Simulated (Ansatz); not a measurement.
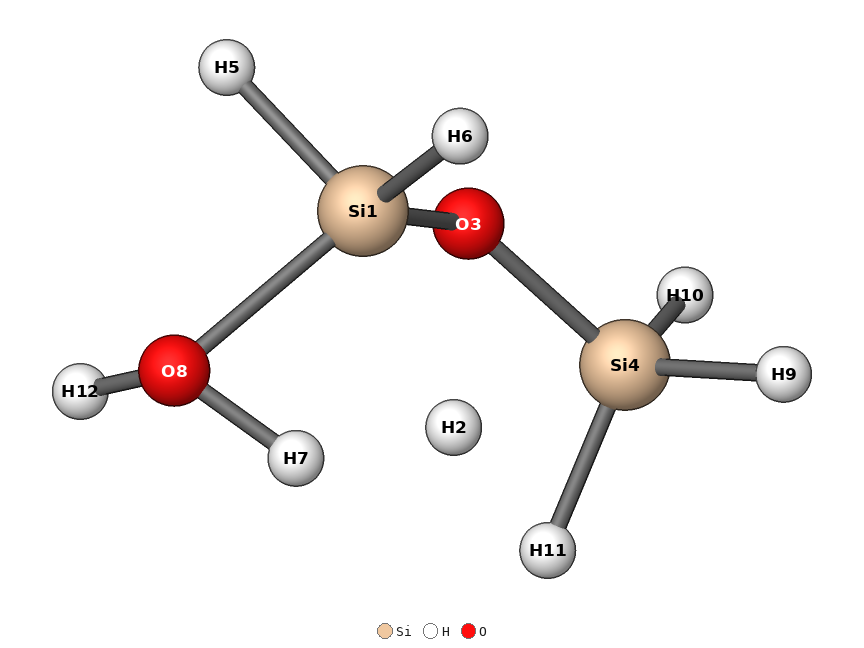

Sticks follow a distance rule. Harmonic vibrations computed with RKS PBE0-D4/def2-TZVP (Ansatz 0.2.0) at a stationary point of the same level.

Question: How many imaginary frequencies does it have?

Answer: A first-order saddle point: one imaginary frequency, 1107i cm⁻¹.

Question: How many vibrational modes are there, and where do they lie?

Answer: 30 modes: 1107i, 66, 108, 122, 166, 405, 501, 587, 641, 646, 714, 733, 810, 915, 948, 957, 971, 979, 1013, 1062, 1111, 1377, 1595, 2152, 2161, 2220, 2225, 2232, 2242, 3814 cm⁻¹.
